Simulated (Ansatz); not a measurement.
# KMgH3 (model cell, started as cubic perovskite with Mg in the octahedra): from the cell to its phonons, part 2 of 3

Task: relax KMgH3 (model cell, started as cubic perovskite with Mg in the octahedra), then find its harmonic phonons.

Ansatz 0.2.0; DFT LDA, scalar-relativistic, plane waves, PAW; PAW set soft_1.

So far. Step 4 (Tight relaxation): The forces vanish by symmetry and the pressure is -0.002 GPa, within the tolerances set. The cell now holds 11.98 Å³/atom. The relaxed cell has a = 3.913 Å (conventional setting).

The structure was built from a prototype and need not be the compound's stable phase.

### Step 5. Modes at Γ

The zone centre comes first: it holds the modes that light can see, as far as symmetry allows. The response to a homogeneous field gives the Born charges and the dielectric tensor.

Input file input.yaml:

```yaml
crystal:
  lattice:
    - [3.9129695371, 0.0, 0.0]
    - [0.0, 3.9129695371, 0.0]
    - [0.0, 0.0, 3.9129695371]
  atoms:
    - { symbol: K, position: [0.0, 0.0, 0.0] }
    - { symbol: Mg, position: [0.5, 0.5, 0.5] }
    - { symbol: H, position: [0.5, 0.5, 0.0] }
    - { symbol: H, position: [0.5, 0.0, 0.5] }
    - { symbol: H, position: [0.0, 0.5, 0.5] }
kpoints:
  mp_grid: { grid: [8, 8, 8] }
hamiltonian:
  xc: lda
  pseudopotentials: { kind: paw, azcp: { folder: soft_1 }, xc_functional: pbe }
scf:
  occupations: { method: fixed }
output:
  eigenvalues: true
phonons:
  method: dfpt
  dielectric: true
  rigid_motions: translations
```

On the command line:

```bash
$ ansatz run input.yaml --threads 4 --pin off --max-ram 16384MiB --backend cpu --events-out ev --progress --plain --runs-dir out
```

Numbers of over 12 decimals in the logs are rounded to 6 here.

Output:

```text
[...]
Crystal: 5 atoms, lattice volume = 59.913 Å³
Basis set: ecut = 420 eV, 1189 PW (Γ), exchange–correlation on 54×54×54 points (8 copies of the dense FFT grid, shifted against one another)
Bands: 16, of which v1, the nominal top of the filled ones, is band 11 counted from 1 (10 counted from 0)
Symmetry: 48 space group operations
k-points: 170 of 512 (irreducible under 2 space group operations, time reversal used)
[...]
SCF iter   1: F=—  HF=-3447.185236 eV  |F-HF|=—  |Δ(HF+E_count)|=         —  Δρ=6.03e-2  dr2=2.06e0  ethr=3.10e-3  ⟨swp⟩=4.7  Hψ=13709  notcnv=0  defer=428
[...]
SCF iter   8: F=-3446.338140 eV  HF=-3446.338140 eV  |F-HF|=4.09e-12  |Δ(HF+E_count)|=  5.33e-10  Δρ=1.87e-7  dr2=2.33e-11  ethr=1.00e-12  ⟨swp⟩=11.8  Hψ=18398  notcnv=0
SCF 1 converged in 8 iterations: F = -3446.338140 eV  dr2 = 2.33e-11
[...]
DFPT response loops at Γ: preconditioner auto → none (the input reference at scf.mixing.eps_inf says where Resta's filter doesn't serve); β = 0.50; Broyden in place of MSR1
SCF converged after 8 iterations
Free energy (F): -3446.338140 eV
[...]
Internal energy: -3446.338140 eV  (E = F + TS)
E sigma→0 (E₀):  -3446.338140 eV
Fermi energy:    3.580608 eV
[...]
--- Band table (eV; the first three rows and the last of 170) ---
  k-point 0: bands = [... 7 lower, -8.7539, -2.3369, 3.0139, 3.0139, 9.3768, 9.3768, 9.3768, 11.6270, ... 1 higher]
  k-point 1: bands = [... 7 lower, -8.7497, -2.1674, 2.7590, 3.0849, 9.2852, 9.2852, 9.4624, 11.1529, ... 1 higher]
  k-point 2: bands = [... 7 lower, -8.7395, -1.6914, 2.0702, 3.2708, 9.0641, 9.0641, 9.8967, 10.2163, ... 1 higher]
  k-point 169: bands = [... 7 lower, -8.9407, 1.2684, 1.2684, 1.2684, 5.9198, 9.1986, 9.1986, 9.1986, ... 1 higher]
--- Phonons (Γ-DFPT): 4 representative perturbations + reference, on 170 of 512 k-points (Σ response iterations 14) ---
  k mesh reduced under 2 symmetry operations, with k and −k counted as one. Each operation leaves every solved perturbation unchanged. A smaller set is not considered because the run solves the response to a homogeneous field
  ASR residual: 1.536e-4 → 0.000e0 eV/Å²; symmetrization residual: 1.046e-6 eV/Å²
  ASR residual per site (eV/Å²): 7.47e-5 1.54e-4 2.49e-5 2.49e-5 2.49e-5
  Γ frequencies (cm⁻¹): 0.00 0.00 0.00 196.42 196.42 196.42 596.05 596.05 596.05 638.27 638.27 638.27 1270.32 1270.32 1270.32
  ε∞ (high-frequency dielectric tensor):
        3.801311     0.000000     0.000000
        0.000000     3.801311     0.000000
        0.000000     0.000000     3.801311
  ε⁰ (static dielectric tensor: ions relaxed, cell fixed):
        8.955194    -0.000000    -0.000000
       -0.000000     8.955194     0.000000
       -0.000000     0.000000     8.955194
  ε⁰ − ε∞ (ionic part):
        5.153883    -0.000000    -0.000000
       -0.000000     5.153883     0.000000
       -0.000000     0.000000     5.153883
  softest optical mode at Γ: 196.42 cm⁻¹; the repairs (sum rule, projections) moved no ω² at Γ by more than (3.31 cm⁻¹)²
  Born effective charges Z* (e; rows j = field, columns β = displacement):
    site 0:
         0.94844    0.00000    0.00000
         0.00000    0.94844    0.00000
         0.00000    0.00000    0.94844
    site 1:
         1.83517    0.00000    0.00000
        -0.00000    1.83517    0.00000
         0.00000    0.00000    1.83517
    site 2:
        -0.80181    0.00000    0.00000
        -0.00000   -0.80181    0.00000
         0.00000    0.00000   -1.17999
    site 3:
        -0.80181    0.00000    0.00000
        -0.00000   -1.17999    0.00000
         0.00000    0.00000   -0.80181
    site 4:
        -1.17999    0.00000    0.00000
        -0.00000   -0.80181    0.00000
         0.00000    0.00000   -0.80181
  Z* charge neutrality: 1.048e-6 e pre-enforcement
  k-mesh period / interband length: 31.3 Å / 1.50 Å = 20.83 at k = (0.0000, 0.0000, -0.5000), direct gap 5.179 eV — 14 or more, which is no proof of convergence
  optical modes at Γ without the LO–TO term, one row a degenerate level:
      ω (cm⁻¹)  modes    IR ((D/Å)²/amu)
        196.42      3             0.4169
        596.05      3           137.9874
        638.27      3             0.0000
       1270.32      3            56.6697
  optical modes at Γ + LO–TO along q̂ = [1.0000, 0.0000, 0.0000]:
      ω (cm⁻¹)  modes    IR ((D/Å)²/amu)
        196.42      2             0.2779
        197.75      1             0.0227
        596.05      2            91.9916
        638.27      3             0.0000
        846.00      1            30.1826
       1270.32      2            37.7798
       1364.44      1            34.8194
  optical modes at Γ + LO–TO along q̂ = [0.0000, 1.0000, 0.0000]:
      ω (cm⁻¹)  modes    IR ((D/Å)²/amu)
        196.42      2             0.2779
        197.75      1             0.0227
        596.05      2            91.9916
        638.27      3             0.0000
        846.00      1            30.1826
       1270.32      2            37.7798
       1364.44      1            34.8194
  optical modes at Γ + LO–TO along q̂ = [0.0000, 0.0000, 1.0000]:
      ω (cm⁻¹)  modes    IR ((D/Å)²/amu)
        196.42      2             0.2779
        197.75      1             0.0227
        596.05      2            91.9916
        638.27      3             0.0000
        846.00      1            30.1826
       1270.32      2            37.7798
       1364.44      1            34.8194
```

Run time: 25 s. Hardware: 4 threads of Arm Neoverse V1, shared host; peak memory 0.78 GiB.

The column dr2 measures how far the density is from self-consistency, as an energy; F and HF (Harris–Foulkes) agree once it is small.

Numbers from this step:

```
sum-rule residual before enforcement                    : 1.54e-4 eV/Å²
miss of the charge sum rule                             : 1.05e-6 e
point group                                             : m-3m
highest optical mode at the zone centre (no LO-TO term) : 1270 cm⁻¹
lowest optical zone-centre mode                         : 196.4 cm⁻¹
mean high-frequency dielectric constant                 : 3.801
largest Born charge (third of the trace)                : 1.835 e
mean static dielectric constant                         : 8.955
top of the zone-centre spectrum with the field          : 1364 cm⁻¹
```

Without the LO-TO term. Patterns of degenerate modes are one choice out of their space. The modes at Γ (shares of kinetic energy by element, %):

| mode | frequency (cm⁻¹) | symmetry | K % | Mg % | H % |
| --- | --- | --- | --- | --- | --- |
| 1 | 0.0 | acoustic | 59 | 37 | 5 |
| 2 | 0.0 | acoustic | 59 | 37 | 5 |
| 3 | 0.0 | acoustic | 59 | 37 | 5 |
| 4 | 196.4 | T1u | 41 | 57 | 3 |
| 5 | 196.4 | T1u | 41 | 57 | 3 |
| 6 | 196.4 | T1u | 41 | 57 | 3 |
| 7 | 596.0 | T1u | 0 | 5 | 94 |
| 8 | 596.0 | T1u | 0 | 5 | 94 |
| 9 | 596.0 | T1u | 0 | 5 | 94 |
| 10 | 638.3 | T2u | 0 | 0 | 100 |
| 11 | 638.3 | T2u | 0 | 0 | 100 |
| 12 | 638.3 | T2u | 0 | 0 | 100 |
| 13 | 1270.3 | T1u | 0 | 1 | 99 |
| 14 | 1270.3 | T1u | 0 | 1 | 99 |
| 15 | 1270.3 | T1u | 0 | 1 | 99 |

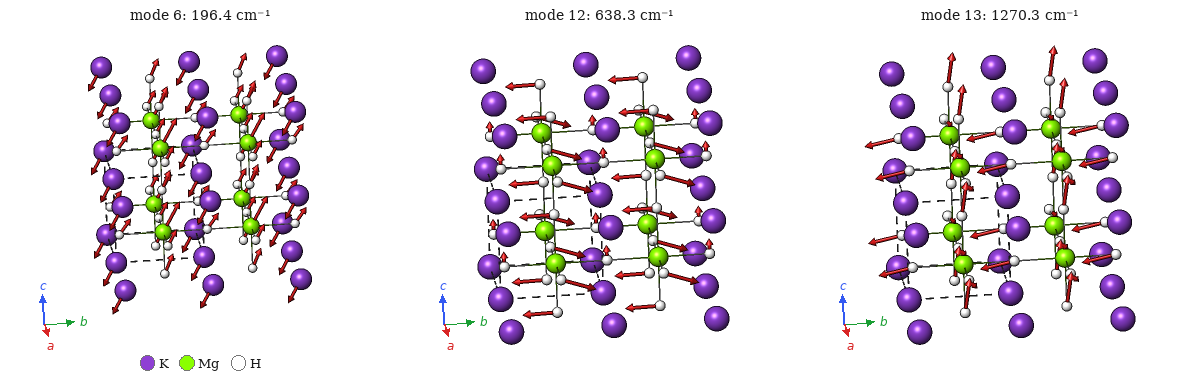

Displacement patterns of modes 6, 12 and 13 at Γ; arrows are exaggerated. 2×2×2 cells are drawn. Some periodic images of atoms are drawn too.

Optical modes at the zone centre, without and with the macroscopic field of the longitudinal modes; each column is sorted by frequency, so a row need not hold one and the same mode. Modes with and without the field, by row:

| rank among optical modes | no field (cm⁻¹) | q along (1, 0, 0) (cm⁻¹) |
| --- | --- | --- |
| 1 | 196.4 | 196.4 |
| 2 | 196.4 | 196.4 |
| 3 | 196.4 | 197.8 |
| 4 | 596 | 596 |
| 5 | 596 | 596 |
| 6 | 596 | 638.3 |
| 7 | 638.3 | 638.3 |
| 8 | 638.3 | 638.3 |
| 9 | 638.3 | 846 |
| 10 | 1270 | 1270 |
| 11 | 1270 | 1270 |
| 12 | 1270 | 1364 |

Born charge (rows field, columns displacement) (e), principal values of the symmetric part by kind of site:

| atom | atoms with these values | low | middle | high | mean |
| --- | --- | --- | --- | --- | --- |
| K1 | 1 | 0.95 | 0.95 | 0.95 | 0.95 |
| Mg2 | 1 | 1.84 | 1.84 | 1.84 | 1.84 |
| H3 | 3 | -1.18 | -0.80 | -0.80 | -0.93 |

In full for Mg2:

```
1.84 0.00 0.00
0.00 1.84 0.00
0.00 0.00 1.84
```

High-frequency dielectric tensor:

```
3.80 0.00 0.00
0.00 3.80 0.00
0.00 0.00 3.80
```

Static dielectric tensor (ions relaxed, fixed cell):

```
8.96 0.00 0.00
0.00 8.96 0.00
0.00 0.00 8.96
```

Transverse modes. Infrared lines, with heights relative to the strongest:

| position (cm⁻¹) | label | relative intensity |
| --- | --- | --- |
| 196 | T1u | 0.3 |
| 596 | T1u | 100 |
| 638 | T2u | 0.0 |
| 1270 | T1u | 41 |

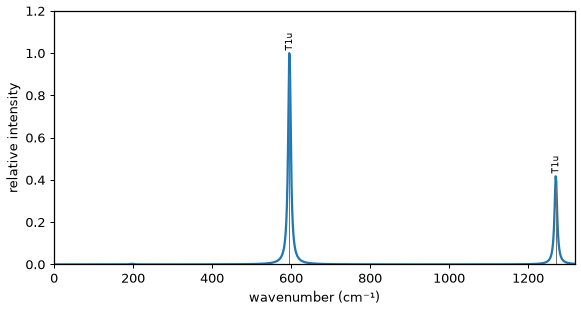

The infrared spectrum, broadened with Lorentzians of width 8 cm⁻¹; bars mark the lines.

Before it was imposed, the acoustic sum rule was missed by 1.5e-4 eV/Å² and the charge sum rule by 1.0e-6 e. Small misses are needed for a sound result but don't prove that mesh and cutoff are converged. The lowest optical mode is real, 196 cm⁻¹.

### Step 6. The dispersion

Stability and thermal properties need the whole zone. Linear response on a 4×4×4 q mesh gives force constants as far as a supercell of that size would, and the tensors from the zone-centre run are typed in so that the long-range dipole term is interpolated apart.

input.yaml, the sections that differ from step 5:

```yaml
phonons:
  method: dfpt
  qmesh: [4, 4, 4]
  temperatures: { t_max: 1000, t_step: 50 }
  qpath:
    path:
      - [[0.0, 0.0, 0.0], [0.0, 0.5, 0.0], [0.5, 0.5, 0.0], [0.0, 0.0, 0.0], [0.5, 0.5, 0.5], [0.0, 0.5, 0.0]]
      - [[0.5, 0.5, 0.5], [0.5, 0.5, 0.0]]
    npoints: 10
  non_analytic_term:
    high_frequency_dielectric_tensor: [[3.8013, 0.0, 0.0], [0.0, 3.8013, 0.0], [0.0, 0.0, 3.8013]]
    born_effective_charges:
      - { species: K, tensor: [[0.9484, 0.0, 0.0], [0.0, 0.9484, 0.0], [0.0, 0.0, 0.9484]] }
      - { species: Mg, tensor: [[1.8352, 0.0, 0.0], [0.0, 1.8352, 0.0], [0.0, 0.0, 1.8352]] }
      - { species: H, tensor: [[-0.8018, 0.0, 0.0], [0.0, -0.8018, 0.0], [0.0, 0.0, -1.18]] }
      - { species: H, tensor: [[-0.8018, 0.0, 0.0], [0.0, -1.18, 0.0], [0.0, 0.0, -0.8018]] }
      - { species: H, tensor: [[-1.18, 0.0, 0.0], [0.0, -0.8018, 0.0], [0.0, 0.0, -0.8018]] }
    source: "zone-centre run at this cell"
# crystal, kpoints, hamiltonian, scf, output: as in step 5
```

Output:

```text
[...]
Crystal: 5 atoms, lattice volume = 59.913 Å³
Basis set: ecut = 420 eV, 1189 PW (Γ), exchange–correlation on 54×54×54 points (8 copies of the dense FFT grid, shifted against one another)
Bands: 16, of which v1, the nominal top of the filled ones, is band 11 counted from 1 (10 counted from 0)
Symmetry: 48 space group operations
k-points: 35 of 512
[...]
SCF iter   1: F=—  HF=-3447.185238 eV  |F-HF|=—  |Δ(HF+E_count)|=         —  Δρ=6.03e-2  dr2=2.06e0  ethr=3.10e-3  ⟨swp⟩=4.7  Hψ=2822  notcnv=0  defer=82
[...]
SCF iter   9: F=-3446.338140 eV  HF=-3446.338140 eV  |F-HF|=0.00e0  |Δ(HF+E_count)|=    0.00e0  Δρ=1.68e-8  dr2=1.39e-13  ethr=1.00e-12  ⟨swp⟩=10.8  Hψ=3447  notcnv=0
SCF 1 converged in 9 iterations: F = -3446.338140 eV  dr2 = 1.39e-13
[...]
NSCF: frozen V_eff on 35 k-points
[...]
DFPT response loops at q = (0, 0, 0) (fractional): preconditioner auto → none (the input reference at scf.mixing.eps_inf says where Resta's filter doesn't serve); β = 0.50; Broyden in place of MSR1
[...]
SCF converged after 9 iterations
Free energy (F): -3446.338140 eV
[...]
Internal energy: -3446.338140 eV  (E = F + TS)
E sigma→0 (E₀):  -3446.338140 eV
Fermi energy:    3.580611 eV
[...]
--- Band table (eV; the first three rows and the last of 35) ---
  k-point 0: bands = [... 7 lower, -8.7539, -2.3369, 3.0139, 3.0139, 9.3768, 9.3768, 9.3768, 11.6270, ... 1 higher]
  k-point 1: bands = [... 7 lower, -8.7497, -2.1673, 2.7590, 3.0849, 9.2852, 9.2852, 9.4624, 11.1529, ... 1 higher]
  k-point 2: bands = [... 7 lower, -8.7395, -1.6914, 2.0702, 3.2708, 9.0641, 9.0641, 9.8967, 10.2163, ... 1 higher]
  k-point 34: bands = [... 7 lower, -8.9407, 1.2684, 1.2684, 1.2684, 5.9198, 9.1986, 9.1986, 9.1986, ... 1 higher]
--- Phonons (Γ-DFPT): 4 representative perturbations + reference (Σ response iterations 14) ---
  ASR residual: 6.569e-6 → 0.000e0 eV/Å²; symmetrization residual: 3.026e-7 eV/Å²
  ASR residual per site (eV/Å²): 3.92e-6 4.84e-6 6.57e-6 6.57e-6 6.57e-6
[...]
--- Phonons (arbitrary-q DFPT): 10 irreducible q on the 4×4×4 mesh ---
  q = [0.0000, 0.0000, 0.0000] (star 1, of the zone-centre solve; hermiticity 1.08e-7, symmetrization 8.41e-13): -0.00 -0.00 -0.00 196.42 196.42 196.42 596.05 596.05 596.05 638.27 638.27 638.27 1270.32 1270.32 1270.32
  q = [0.0000, 0.0000, 0.2500] (star 6, 9 solved perturbations in 1560 linear systems a pass and spin channel, the states on 200 of 512 k-point pairs; hermiticity 1.97e-7, symmetrization 4.07e-13): 91.10 91.10 121.79 190.99 190.99 226.62 611.80 611.80 645.54 645.54 658.67 846.35 1266.68 1266.68 1359.88
[...]
q = [0.0000, 0.2500, -0.5000] (star 12, 15 solved perturbations on 200 of 512 k-point pairs; hermiticity 1.37e-7, symmetrization 1.57e-14): 128.90 129.12 138.77 196.20 247.63 272.79 530.33 652.53 659.51 671.53 716.44 839.76 1167.64 1260.69 1399.78
[...]
sum rule: each row above includes the acoustic sum rule's correction from the zone centre's row sums; it moved no ω² by more than (1.33 cm⁻¹)²
  mesh force constants: q→R imaginary residual 1.40e-18; ASR residual 6.569e-6 → 0.000e0 eV/Å²; symmetrization residual 2.665e-15 eV/Å²
  interpolated dispersion: 63 rows × 15 modes
  density of states and harmonic sums: on the 16×16×16 q-mesh, interpolated from the force constants of a 4×4×4 supercell (with the dipole–dipole term of supplied tensors)
  largest difference from the sums on the solved wave vectors: F 1.12e-2 eV, S 1.53e-5 and C_V 3.92e-6 eV/K
  zero-point energy: 0.553002 eV/cell   skipped modes (ω ≤ 0): 3   left out of the sums: 4.88e-5 of the cell's modes: C_V's classical limit lies that fraction below 3 k_B per atom; for a crystal, a wire or a layer, F and S can be off by more, and a phonons.interpolated_qmesh denser along its periods is the remedy for the sampling
```

Elapsed: 5.3 min, on 4 threads; peak memory 1.3 GiB.

Numbers from this step:

| Property | Result |
| --- | --- |
| sum-rule residual before enforcement | 6.57e-6 eV/Å² |
| lowest frequency on the path | 0 cm⁻¹ |
| highest frequency on the path or at a solved wavevector | 1460 cm⁻¹ |
| mean frequency | 594.7 cm⁻¹ |
| Debye temperature (second moment) | 1344 K |
| logarithmic mean frequency | 439 cm⁻¹ |
| lowest mode on the q mesh (acoustic modes at Γ apart) | 91.1 cm⁻¹ |
| zero-point energy per atom | 110.6 meV |
| heat capacity at 300 K | 14.33 J/(mol atoms K) |
| vibrational entropy at 300 K | 14.24 J/(mol atoms K) |
| edges of the widest gap between branches, on path and mesh | 846.5, 1092 cm⁻¹ |

Frequencies (cm⁻¹) solved at each irreducible wavevector; negative means imaginary. Frequencies by wavevector, by row:

| q in reciprocal lattice units | star | mode 1 | mode 2 | mode 3 | mode 4 | mode 13 | mode 14 | mode 15 |
| --- | --- | --- | --- | --- | --- | --- | --- | --- |
| 0 0 0 | 1 | 0 | 0 | 0 | 196.4 | 1270 | 1270 | 1270 |
| 0 0 0.25 | 6 | 91.1 | 91.1 | 121.8 | 191 | 1267 | 1267 | 1360 |
| 0 0 -0.5 | 3 | 130.5 | 130.5 | 162.8 | 183.2 | 1263 | 1263 | 1355 |
| 0 0.25 0.25 | 12 | 101.3 | 114.2 | 145.1 | 192.9 | 1202 | 1264 | 1392 |
| 0 0.25 -0.5 | 12 | 128.9 | 129.1 | 138.8 | 196.2 | 1168 | 1261 | 1400 |
| 0 -0.5 -0.5 | 3 | 127.3 | 131 | 131 | 206.7 | 1092 | 1259 | 1418 |
| 0.25 0.25 0.25 | 8 | 122 | 122 | 136.9 | 238.9 | 1199 | 1199 | 1419 |
| 0.25 0.25 -0.5 | 12 | 127.8 | 137.3 | 140 | 239.4 | 1154 | 1196 | 1430 |
| 0.25 -0.5 -0.5 | 6 | 138.4 | 140 | 140 | 261.6 | 1100 | 1180 | 1445 |
| -0.5 -0.5 -0.5 | 1 | 148.7 | 148.7 | 148.7 | 308.6 | 1108 | 1108 | 1460 |

[end of part 2 of 3]

[Logs are printed without paths, hosts, clocks, repeated set-up lines and the standing remarks that a program may print on its own settings, such as how far it seeks lower states.]

[Hosts, paths, dates, database ids (printed as entryN), source tags and the programs' standing remarks are cut or masked in the printed files.]
